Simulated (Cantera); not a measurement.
Feed: 1 mol (CH3)2SiCl2, 0.18 mol C2H2, 250 mol H2, at 1598.15 K.

Cantera equilibrium calculation (NASA polynomials, part measured and part estimated; ideal gas, pure solids and liquids). Candidate condensed phases: C, C6H6, C7H8, C8H18, Si, SiC; 109 gas species. The feed counts by its element totals alone. The numbers say what is thermodynamically allowed, not how fast it happens.

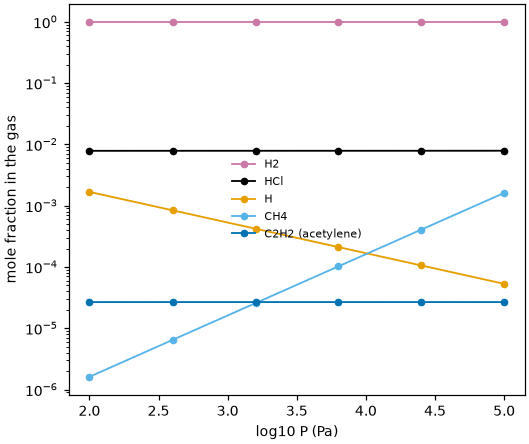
Fig. 1. Equilibrium gas composition (values under 1e-9 drawn at 1e-9)

From 100 Pa to 100000 Pa the condensed part is C(graphite) + SiC(s). The main Si-bearing gas is SiCl2 throughout.
